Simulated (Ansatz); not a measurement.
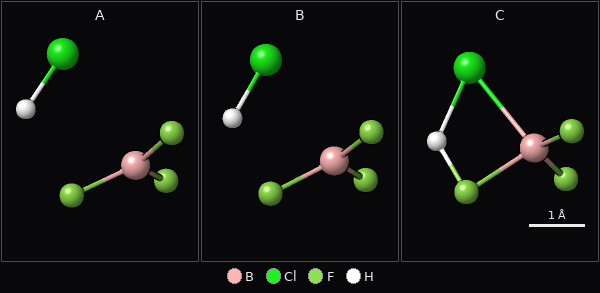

3 geometries from a converged minimum-energy path of BHClF3, shuffled. Style: ball-and-stick. Shown at a tilt.

The calculation used Ansatz 0.2.0, RKS LDA/def2-SVP. Settings: 5 movable images; climbing image; force threshold 0.05 eV/Å; iteration limit 60; starting path through a guess of the saddle point.

> Which frame is the transition state?

C. In order along the path, whose images run from 0 to 6: C (image 2, +0.06 eV), B (image 4, −0.33 eV), A (image 5, −0.44 eV). Breaking: B–Cl (1.84 → 2.66 Å), F–H (0.98 → 2.18 Å). Forming: B–F (1.78 → 1.33 Å), Cl–H (1.99 → 1.30 Å).

The run took 50 s on 1 thread of Arm Neoverse V2 (shared host), peak memory 0.13 GiB.
